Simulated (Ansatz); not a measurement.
Level of theory: PBE (plane waves to 420 eV, PAW; Ansatz, an electronic-structure program).

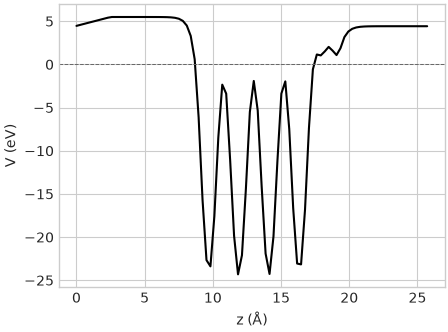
Fig. 1. Planar average of the electrostatic potential across the slab, in eV from the Fermi level, for Sn on the 1x1 (111) surface of fcc Ir, one in a 2x2 cell, started at the site 'hollow Ir-Ir-Ir over Ir at depth 2.2 Å'

Model: 17-atom slab, 6.6 Å thick at the start under the adsorbate (thin: gaps and levels are the slab's own), 6x6x1 mesh, Fermi-Dirac 0.1 eV, dipole correction, 8 atoms held, the rest relaxed; held to the start's symmetry, so lower structures may exist; no spin, no spin-orbit, no U, no dispersion correction. At the end it is bonded to 3 Ir. In PBE it is, or lies within 0.03 eV of, the lowest of the starts that converged.

The surface cell has an area of 25.95 Å². What dipole along the normal does the step between the two vacuum levels imply?

the top vacuum level lies 1.07 eV below the bottom one; p = −ε₀ A ΔV (ε₀ = 0.005526 e/(V·Å)) gives 0.15 e·Å a cell.
